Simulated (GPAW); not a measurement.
# Energy mapping worked by hand: Eu

Can a spin model with one coupling foretell the energy of a further order of Eu?

Method: PBE with U = 6 eV on Eu f; plane waves with GPAW's PAW setups, scalar-relativistic, in GPAW 26.7.0.

The database entry behind the starting cell differs from later determinations by our own check (about 0.5 % long), so it need not match the best structure at ambient conditions.

### 1. The structure

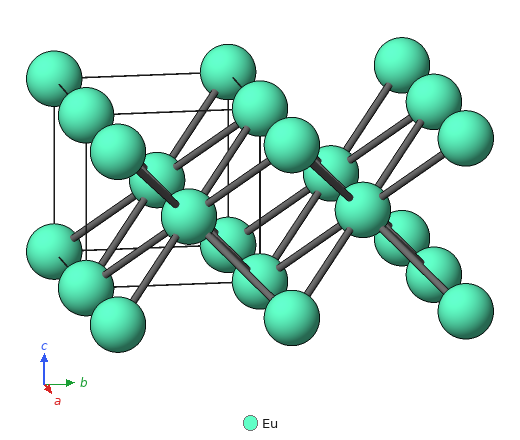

The cell as given, slightly off an axis (europium green). 2×2×1 cells are drawn. This picture shows the conventional cell, with its axes. Some periodic images of atoms are drawn too.

### 2. The parallel order

All energies count from this run. A Hubbard U of customary size acts on the open shell; it was not fitted to this crystal.

File order1.py:

```python
import json
import numpy as np
from ase import Atoms
from ase.parallel import paropen, parprint
from gpaw import GPAW

atoms = Atoms(['Eu'],
    cell=[[-2.303, 2.303, 2.303],
         [2.303, -2.303, 2.303],
         [2.303, 2.303, -2.303]],
    scaled_positions=[[0.0, 0.0, 0.0]],
    pbc=True,
    magmoms=[7.0])
atoms.calc = GPAW(mode={'name': 'pw', 'ecut': 700},
    xc='PBE',
    kpts={'size': (10, 10, 10), 'gamma': True},
    occupations={'name': 'fermi-dirac', 'width': 0.05},
    convergence={'density': 1e-05, 'energy': 1e-05},
    maxiter=200,
    setups={'Eu': ':f,6.0'},
    symmetry={'tolerance': 1e-4},
    txt='order1.txt')
e = atoms.get_potential_energy(force_consistent=True)
res = {'free_energy': e, 'energy_sigma0': atoms.get_potential_energy(), 'fermi_energy': atoms.calc.get_fermi_level()}
res['moments'] = atoms.get_magnetic_moments().tolist()
res['total'] = atoms.get_magnetic_moment()
parprint('site moments (muB):', np.round(res['moments'], 3))
parprint(f"total moment: {res['total']:.3f} muB")
parprint(f'free energy: {e:.6f} eV')
atoms.calc.write('order1.gpw')
n = atoms.calc.get_pseudo_density()
up, down = (atoms.calc.get_pseudo_density(spin=i) for i in (0, 1))
np.savez('grids.npz', density=n, spin=up - down)
with paropen('results.json', 'w') as f:
    json.dump(res, f)
```

The run is started by

```
$ OMP_NUM_THREADS=1 mpirun -n 4 gpaw python order1.py > order1.log
```

Output:

```text
site moments (muB): [6.849]
total moment: 7.347 muB
free energy: -9.875334 eV

--- order1.txt ---
Input parameters:
  mode=PW(ecut=700),
  convergence={'density': 1e-05, 'energy': 1e-05},
  kpts=MonkhorstPack(size=(10, 10, 10), gamma=True),
  maxiter=200,
  occupations=Occupations(name='fermi-dirac', width=0.05),
  setups={'Eu': ':f,6.0'},
  symmetry=Symmetry(tolerance=0.0001),
  xc=XC(name='PBE')

[...]
|          4 |         1.373 |     1.000 |         1.966 |     1.000 |
[...]
|         13 |         7.424 |     0.000 |        14.115 |     0.000 |
|         14 |         7.424 |     0.000 |        14.115 |     0.000 |
|         15 |         8.888 |     0.000 |        14.115 |     0.000 |
|        ... |               |           |               |           |
|         18 |        14.132 |     0.000 |        16.584 |     0.000 |

No gap
No difference between direct/indirect transitions

[key lines of the parts left out:]
Free energy:      -9.875334
Converged in 11 steps
dipole moment: (-12.626088, -12.626088, -12.626088)  # |e|*Ang
Fermi level: 5.487
```

The job ended after 16 s (4 MPI ranks of Intel Xeon Platinum 8559C (Emerald Rapids), shared host; peak memory 0.87 GiB).

Spin moment in the augmentation sphere by atom:

| atom | spin moment in the augmentation sphere (μB) |
| --- | --- |
| Eu1 | 6.85 |

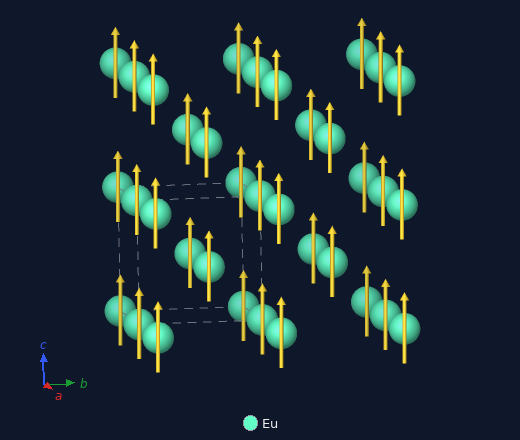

Spin moment in the augmentation sphere as arrows, the longest 6.85 μB. Up and down stand for the sign. Arrows give size and sign along the axis of quantisation, drawn up and down the page. 2×2×2 conventional cells are drawn. Some periodic images of atoms are drawn too.

Numbers from this step:

| Quantity | Value |
| --- | --- |
| magnetization | 7.347 μB |
| final state | ferromagnetic |

After 11 cycles the largest moment stands at 6.85 μB.

### 3. The orders used for the fit

The other orders were run with the same settings, on meshes that hold the same points. Free energies (smearing 0.05 eV, its entropy term included) are divided by the number of Eu atoms; q is in fractions of the reciprocal vectors of the first run's cell.

| order | atoms | mesh | free energy (eV) | eV per Eu | largest moment (μB) |
| --- | --- | --- | --- | --- | --- |
| F + | 1 | 10×10×10 | -9.8753 | -9.8753 | 6.85 |
| AF q=(1/2,1/2,1/2) +- | 2 | 5×10×10 | -19.7282 | -9.8641 | 6.82 |

### 4. Counting neighbours

With E = −Σ J e_i·e_j over ordered pairs of unit vectors, turning a neighbour from parallel to opposed costs 2J a Eu atom. So an order lies 2 Σ n J over the parallel one, n being the opposed neighbours in each shell.

| shell | distance (Å) | neighbours | opposed in AF q=(1/2,1/2,1/2) +- | opposed in AF q=(0,0,1/2) +- |
| --- | --- | --- | --- | --- |
| J1 | 3.99 | 8 | 8 | 4 |
| J2 | 4.61 | 6 | 0 | 4 |

Only J1 is kept.

### 5. Solving

```
2 × 8 × J1 = +11.21 meV    (AF q=(1/2,1/2,1/2) +-)
J1 = +0.70 meV
```

### 6. The test

The couplings now give the orders that were left out:

```
2 × 4 × (+0.70) = +5.60 meV    (AF q=(0,0,1/2) +-)
```

The runs themselves:

| order | atoms | mesh | free energy (eV) | eV per Eu | largest moment (μB) | over the parallel order (meV) | foretold (meV) |
| --- | --- | --- | --- | --- | --- | --- | --- |
| AF q=(0,0,1/2) +- | 2 | 10×10×5 | -19.7512 | -9.8756 | 6.83 | -0.27 | +5.60 |

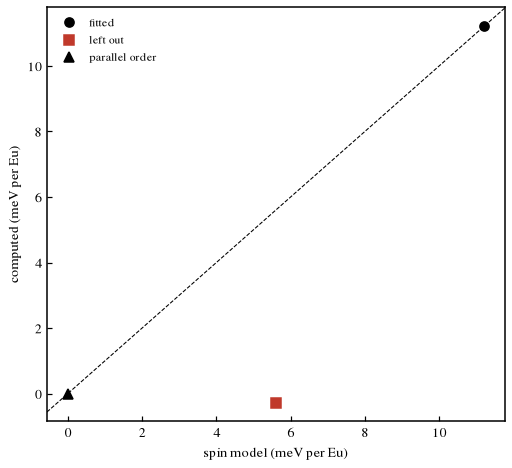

Computed energies of the orders against the model; the dashed line marks agreement.

### 7. One more shell

The miss asks for the next shell, which takes one more order into the fit and leaves none for a test.

```
2 × 8 × J1 = +11.21 meV    (AF q=(1/2,1/2,1/2) +-)
2 × 4 × J1 + 2 × 4 × J2 = -0.27 meV    (AF q=(0,0,1/2) +-)
J1 = +0.70 meV
J2 = -0.73 meV
```

### 8. Outcome

| Property | Result |
| --- | --- |
| J1 (Eu–Eu at 3.99 Å) | 0.7 meV |
| largest miss on the orders left out | 5.9 meV |
| J1 with 2 shells | 0.7 meV |
| J2 with 2 shells | -0.73 meV |

In words: The model misses the order left out by 5.9 meV, 51 % of the span of the orders, so it fails: these couplings alone don't describe the crystal. With the next shell added the couplings are J1 = +0.70 and J2 = -0.73 meV, untested. The first dropped shell that the test feels is J2 at 4.61 Å. The site moments spread by 0.41 % over the orders. In a metal couplings reach far, and the mesh was not tested. The couplings are effective ones: further shells with opposed neighbours are folded into them or show in the miss. No mean-field temperature is given: it needs a model that holds, an unfrustrated order and couplings in all three dimensions. The f shell is half filled, so the spin-only picture is fair.

[Logs and program files are shortened in this print: banners, set-up blocks, solver, clock and traceback lines can be left out without a mark of their own.]

[Logs are printed without paths, hosts, clocks, repeated set-up lines and the standing remarks that a program may print on its own settings, such as how far it seeks lower states.]

[Hosts, paths, dates, database ids (printed as entryN), source tags and the programs' standing remarks are cut or masked in the printed files.]

[Where a cell is said to come from a database of computed structures, the database is the Materials Project.]
